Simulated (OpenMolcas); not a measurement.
## Relativistic diatomic calculation: TiN (part 2 of 2)

Continued. System: TiN. Method: SA-CASSCF(7,9)/XMS-CASPT2 + RASSI spin-orbit (X2C scalar, AMFI), ANO-RCC-VTZP (OpenMolcas).

**Log (extracts), continued**
```
++ Dipole transition strengths (spin-free states):
     for osc. strength at least  1.00000000E-05
      From   To        Osc. strength     Einstein coefficients Ax, Ay, Az (sec-1)    Total A (sec-1)
         1    8       1.72176191E-03  8.62064979E+05  5.16077644E+04  0.00000000E+00  9.13672743E+05
         1    9       1.72176055E-03  5.16076041E+04  8.62064444E+05  0.00000000E+00  9.13672048E+05
         2    4       1.26449411E-05  0.00000000E+00  0.00000000E+00  6.50760946E+02  6.50760946E+02
         2    5       7.63072685E-03  0.00000000E+00  0.00000000E+00  3.93313530E+05  3.93313530E+05
         2    6       9.60867100E-04  1.58568218E+05  1.51711444E+04  0.00000000E+00  1.73739362E+05
         2    7       9.60865532E-04  1.51710972E+04  1.58567981E+05  0.00000000E+00  1.73739078E+05
         2    8       1.54212705E-03  3.03788540E+05  2.00375808E+04  0.00000000E+00  3.23826121E+05
         2    9       1.54211975E-03  2.00374008E+04  3.03787204E+05  0.00000000E+00  3.23824605E+05
         3    4       7.62344746E-03  0.00000000E+00  0.00000000E+00  3.92058862E+05  3.92058862E+05
         3    5       1.26672331E-05  0.00000000E+00  0.00000000E+00  6.52454407E+02  6.52454407E+02
         3    6       9.69069293E-04  1.52730071E+04  1.59883844E+05  0.00000000E+00  1.75156851E+05
         3    7       9.69071647E-04  1.59884214E+05  1.52730624E+04  0.00000000E+00  1.75157277E+05
         3    8       1.53289882E-03  1.99351132E+04  3.01841391E+05  0.00000000E+00  3.21776504E+05
         3    9       1.53290510E-03  3.01842567E+05  1.99352711E+04  0.00000000E+00  3.21777839E+05
         4    6       3.29906868E-04  8.55305618E+02  1.21263025E+04  0.00000000E+00  1.29816081E+04
         4    7       3.29907194E-04  1.21263107E+04  8.55310241E+02  0.00000000E+00  1.29816210E+04
         4    8       3.46816792E-04  8.15501434E+02  1.77528807E+04  0.00000000E+00  1.85683821E+04
         4    9       3.46818328E-04  1.77529563E+04  8.15509850E+02  0.00000000E+00  1.85684662E+04
         5    6       3.27403471E-04  1.20136577E+04  8.46772348E+02  0.00000000E+00  1.28604301E+04
         5    7       3.27403098E-04  8.46767443E+02  1.20136480E+04  0.00000000E+00  1.28604154E+04
         5    8       3.49177069E-04  1.78458286E+04  8.20716156E+02  0.00000000E+00  1.86665447E+04
         5    9       3.49177155E-04  8.20709859E+02  1.78458414E+04  0.00000000E+00  1.86665512E+04
 Electric-quadrupole - electric-quadrupole not included
 Electric-dipole - electric-octupole not included
 Electric-dipole - magnetic-quadrupole not included
   Eigenvalues of complex Hamiltonian:
  (Shifted by EMIN (a.u.) =       -907.7644173962)
 SO State       Relative EMIN(au)   Rel lowest level(eV)    D:o, cm**(-1)      Omega
     1            -0.0000008995        0.0000000000              0.0000         0.5
     2            -0.0000008995        0.0000000000              0.0000         0.5
     3             0.0472329571        1.2852987148          10366.6333         1.5
     4             0.0472329571        1.2852987148          10366.6333         1.5
     5             0.0481243109        1.3095536882          10562.2628         2.5
     6             0.0481243109        1.3095536882          10562.2628         2.5
     7             0.0873894700        2.3780130975          19179.9691         1.5
     8             0.0873894700        2.3780130975          19179.9691         1.5
     9             0.0880285637        2.3954037226          19320.2340         2.5
    10             0.0880285637        2.3954037226          19320.2340         2.5
    11             0.1178044508        3.2056468894          25855.2858         0.5
    12             0.1178044508        3.2056468894          25855.2858         0.5
    13             0.1182788720        3.2185565466          25959.4092         0.5
    14             0.1182788720        3.2185565466          25959.4092         0.5
    15             0.1185915565        3.2270651250          26028.0356         1.5
    16             0.1185915565        3.2270651250          26028.0356         1.5
    17             0.1187001397        3.2300198259          26051.8668         2.5
    18             0.1187001397        3.2300198259          26051.8668         2.5
    19             0.1187569886        3.2315667611          26064.3437         1.5
    20             0.1187569886        3.2315667611          26064.3437         1.5
    21             0.1188789682        3.2348859966          26091.1151         3.5
    22             0.1188789682        3.2348859966          26091.1151         3.5
    23             0.1190978170        3.2408411743          26139.1469         4.5
    24             0.1190978170        3.2408411743          26139.1469         4.5
    25             0.1192330736        3.2445216938          26168.8323         2.5
    26             0.1192330736        3.2445216938          26168.8323         2.5
    27             0.1223658298        3.3297683337          26856.3928         2.5
    28             0.1223658298        3.3297683337          26856.3928         2.5
    29             0.1231218502        3.3503406976          27022.3201         3.5
    30             0.1231218502        3.3503406976          27022.3201         3.5
    31             0.1281020058        3.4858576333          28115.3379         0.5
    32             0.1281020058        3.4858576333          28115.3379         0.5
    33             0.1289304191        3.5083999094          28297.1536         1.5
    34             0.1289304191        3.5083999094          28297.1536         1.5
 Weights of the five most important spin-orbit-free states for each spin-orbit state.
 SO State  Total energy (au)           Spin-free states, spin, and weights
    1        -0.000001       1 0.5  1.0000   11 1.5  0.0000   10 1.5  0.0000    9 0.5  0.0000    8 0.5  0.0000
    2        -0.000001       1 0.5  1.0000   11 1.5  0.0000   10 1.5  0.0000    9 0.5  0.0000    8 0.5  0.0000
    3         0.047233       2 0.5  0.5079    3 0.5  0.4921   12 1.5  0.0000   13 1.5  0.0000   10 1.5  0.0000
    4         0.047233       2 0.5  0.5079    3 0.5  0.4921   12 1.5  0.0000   13 1.5  0.0000   10 1.5  0.0000
    5         0.048124       3 0.5  0.5079    2 0.5  0.4921   11 1.5  0.0000   10 1.5  0.0000   13 1.5  0.0000
    6         0.048124       3 0.5  0.5079    2 0.5  0.4921   11 1.5  0.0000   10 1.5  0.0000   13 1.5  0.0000
    7         0.087389       4 0.5  0.5241    5 0.5  0.4759   12 1.5  0.0000   13 1.5  0.0000   10 1.5  0.0000
    8         0.087389       4 0.5  0.5241    5 0.5  0.4759   12 1.5  0.0000   13 1.5  0.0000   10 1.5  0.0000
    9         0.088029       5 0.5  0.5241    4 0.5  0.4759   11 1.5  0.0000   10 1.5  0.0000   13 1.5  0.0000
   10         0.088029       5 0.5  0.5241    4 0.5  0.4759   11 1.5  0.0000   10 1.5  0.0000   13 1.5  0.0000
   11         0.117804      11 1.5  0.4997   10 1.5  0.4997   13 1.5  0.0003   12 1.5  0.0002    1 0.5  0.0000
   12         0.117804      11 1.5  0.4997   10 1.5  0.4997   13 1.5  0.0003   12 1.5  0.0002    1 0.5  0.0000
   13         0.118279      10 1.5  0.4999   11 1.5  0.4998   13 1.5  0.0001   12 1.5  0.0001    9 0.5  0.0001
   14         0.118279      10 1.5  0.4999   11 1.5  0.4998   13 1.5  0.0001   12 1.5  0.0001    9 0.5  0.0001
   15         0.118592      12 1.5  0.4990   13 1.5  0.4989   10 1.5  0.0011   11 1.5  0.0010    4 0.5  0.0000
   16         0.118592      12 1.5  0.4990   13 1.5  0.4989   10 1.5  0.0011   11 1.5  0.0010    4 0.5  0.0000
   17         0.118700      13 1.5  0.4710   12 1.5  0.4707   10 1.5  0.0215   11 1.5  0.0214    6 0.5  0.0077
   18         0.118700      13 1.5  0.4710   12 1.5  0.4707   10 1.5  0.0215   11 1.5  0.0214    6 0.5  0.0077
   19         0.118757      11 1.5  0.4785   10 1.5  0.4784   12 1.5  0.0216   13 1.5  0.0208    7 0.5  0.0003
   20         0.118757      11 1.5  0.4785   10 1.5  0.4784   12 1.5  0.0216   13 1.5  0.0208    7 0.5  0.0003
   21         0.118879      13 1.5  0.4943   12 1.5  0.4937    6 0.5  0.0059    7 0.5  0.0059   11 1.5  0.0001
   22         0.118879      13 1.5  0.4943   12 1.5  0.4937    6 0.5  0.0059    7 0.5  0.0059   11 1.5  0.0001
   23         0.119098      12 1.5  0.4999   13 1.5  0.4996   10 1.5  0.0004   11 1.5  0.0002    1 0.5  0.0000
   24         0.119098      12 1.5  0.4999   13 1.5  0.4996   10 1.5  0.0004   11 1.5  0.0002    1 0.5  0.0000
   25         0.119233      11 1.5  0.4990   10 1.5  0.4988   13 1.5  0.0013   12 1.5  0.0009    5 0.5  0.0000
   26         0.119233      11 1.5  0.4990   10 1.5  0.4988   13 1.5  0.0013   12 1.5  0.0009    5 0.5  0.0000
   27         0.122366       7 0.5  0.4921    6 0.5  0.4921   12 1.5  0.0079   13 1.5  0.0079   10 1.5  0.0000
   28         0.122366       7 0.5  0.4921    6 0.5  0.4921   12 1.5  0.0079   13 1.5  0.0079   10 1.5  0.0000
   29         0.123122       6 0.5  0.4941    7 0.5  0.4941   12 1.5  0.0059   13 1.5  0.0059   10 1.5  0.0000
   30         0.123122       6 0.5  0.4941    7 0.5  0.4941   12 1.5  0.0059   13 1.5  0.0059   10 1.5  0.0000
   31         0.128102       8 0.5  0.4999    9 0.5  0.4999   11 1.5  0.0001   10 1.5  0.0001    1 0.5  0.0000
   32         0.128102       8 0.5  0.4999    9 0.5  0.4999   11 1.5  0.0001   10 1.5  0.0001    1 0.5  0.0000
   33         0.128930       9 0.5  0.4999    8 0.5  0.4999   11 1.5  0.0001   10 1.5  0.0001    5 0.5  0.0000
   34         0.128930       9 0.5  0.4999    8 0.5  0.4999   11 1.5  0.0001   10 1.5  0.0001    5 0.5  0.0000
++ Dipole transition strengths (SO states):
        for osc. strength at least   1.00000000E-05
      From   To        Osc. strength     Einstein coefficients Ax, Ay, Az (sec-1)    Total A (sec-1)
         1   32       1.71601768E-03  4.52399023E+05  4.52396823E+05  0.00000000E+00  9.04795846E+05
         1   33       1.72713532E-03  4.61236047E+05  4.61237874E+05  0.00000000E+00  9.22473921E+05
         2   31       1.71601768E-03  4.52399023E+05  4.52396823E+05  0.00000000E+00  9.04795846E+05
         2   34       1.72713532E-03  4.61236047E+05  4.61237874E+05  0.00000000E+00  9.22473921E+05
         3    7       7.70974608E-03  0.00000000E+00  0.00000000E+00  3.99450476E+05  3.99450476E+05
         3   17       2.83098899E-05  2.32297844E+03  2.32284165E+03  0.00000000E+00  4.64582009E+03
         3   28       1.90506215E-03  1.72762832E+05  1.72762601E+05  0.00000000E+00  3.45525433E+05
         3   32       3.07943685E-03  3.23532261E+05  3.23531166E+05  0.00000000E+00  6.47063427E+05
         4    8       7.70974608E-03  0.00000000E+00  0.00000000E+00  3.99450476E+05  3.99450476E+05
         4   18       2.83098899E-05  2.32297844E+03  2.32284165E+03  0.00000000E+00  4.64582009E+03
         4   27       1.90506215E-03  1.72762832E+05  1.72762601E+05  0.00000000E+00  3.45525433E+05
         4   31       3.07943685E-03  3.23532261E+05  3.23531166E+05  0.00000000E+00  6.47063427E+05
         5    9       7.55623862E-03  0.00000000E+00  0.00000000E+00  3.86593824E+05  3.86593824E+05
         5   21       2.14250686E-05  1.72331314E+03  1.72290821E+03  0.00000000E+00  3.44622134E+03
         5   29       1.90392223E-03  1.72038004E+05  1.72037786E+05  0.00000000E+00  3.44075790E+05
         5   33       3.06964602E-03  3.22001811E+05  3.22000702E+05  0.00000000E+00  6.44002513E+05
         6   10       7.55623862E-03  0.00000000E+00  0.00000000E+00  3.86593824E+05  3.86593824E+05
         6   22       2.14250686E-05  1.72331314E+03  1.72290821E+03  0.00000000E+00  3.44622134E+03
         6   30       1.90392223E-03  1.72038004E+05  1.72037786E+05  0.00000000E+00  3.44075790E+05
         6   34       3.06964602E-03  3.22001811E+05  3.22000702E+05  0.00000000E+00  6.44002513E+05
         7   28       6.45093240E-04  1.26780555E+04  1.26780523E+04  0.00000000E+00  2.53561078E+04
         7   32       6.91969920E-04  1.84257286E+04  1.84257065E+04  0.00000000E+00  3.68514351E+04
         8   27       6.45093240E-04  1.26780555E+04  1.26780523E+04  0.00000000E+00  2.53561078E+04
         8   31       6.91969920E-04  1.84257286E+04  1.84257065E+04  0.00000000E+00  3.68514351E+04
         9   29       6.52528794E-04  1.29100729E+04  1.29100704E+04  0.00000000E+00  2.58201433E+04
         9   33       6.99007332E-04  1.87866307E+04  1.87866082E+04  0.00000000E+00  3.75732389E+04
        10   30       6.52528794E-04  1.29100729E+04  1.29100704E+04  0.00000000E+00  2.58201433E+04
        10   34       6.99007332E-04  1.87866307E+04  1.87866082E+04  0.00000000E+00  3.75732389E+04
 Electric-quadrupole - electric-quadrupole not included
 Electric-dipole - electric-octupole not included
 Electric-dipole - magnetic-quadrupole not included
```

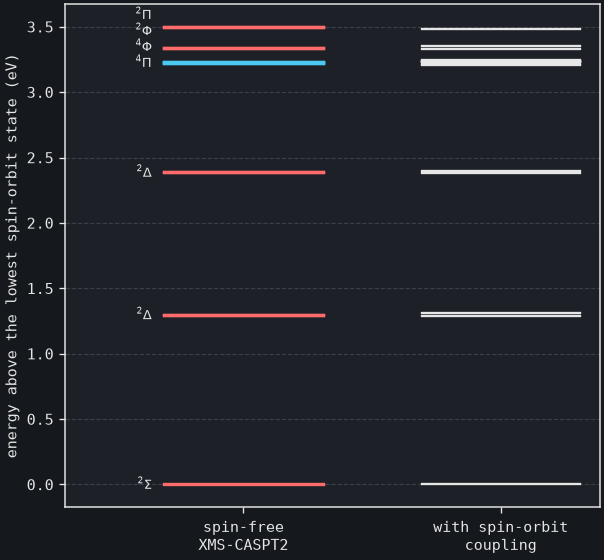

Fig. 2: States up to 3.5 eV at 1.540 Å, without spin-orbit coupling (left, a colour for each spin multiplicity) and with it (right, where close levels merge). The spin-free states run ²Σ (0.00 eV), ²Δ (1.30 eV), ²Δ (2.39 eV), ⁴Π (3.23 eV), ⁴Φ (3.23 eV), ²Φ (3.34 eV) from the lowest. The lowest spin-orbit levels have |Ω| = 1/2 (0 cm⁻¹), 3/2 (10,367 cm⁻¹), 5/2 (10,562 cm⁻¹), 3/2 (19,180 cm⁻¹), 5/2 (19,320 cm⁻¹).

**Key numbers**

- outcome: converged
- lowest spin-free state: ²Σ
- lowest spin-orbit level: Ω = 1/2, −907.76442 hartree
- next level: Ω = 3/2, 10,367 cm⁻¹
- wall time: 54 s
- peak memory: 0.22 GiB

**Remarks**

Limits: 2 of the 34 spin-orbit states have no clean Ω, so their splittings aren't to be trusted.
